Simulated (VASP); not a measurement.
Band structure of TiO₂ (space group Pnma). Method: r2SCAN meta-GGA, VASP's PBE PAW potentials (set 64) (plane waves; VASP).

The path is coarsely sampled, so an indirect gap can come out somewhat too large.

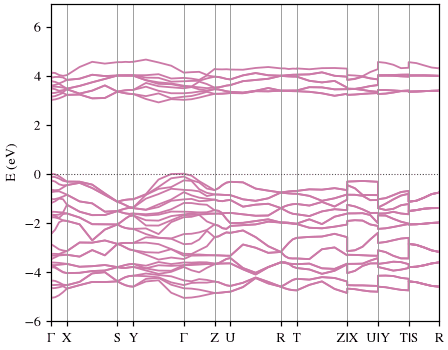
Fig. 1. Bands along high-symmetry lines, zero at the valence-band maximum or, without a gap, the Fermi level

### Question
Read the plot: is there a gap, and where are the band edges?

### Answer
The gap is indirect, 2.91 eV, from the valence maximum at Γ to the conduction minimum at Y-Γ at 0.50.

The structure comes from a computed database's TiO2 entry (Pnma); how it stands against other phases isn't given here. It was relaxed first.
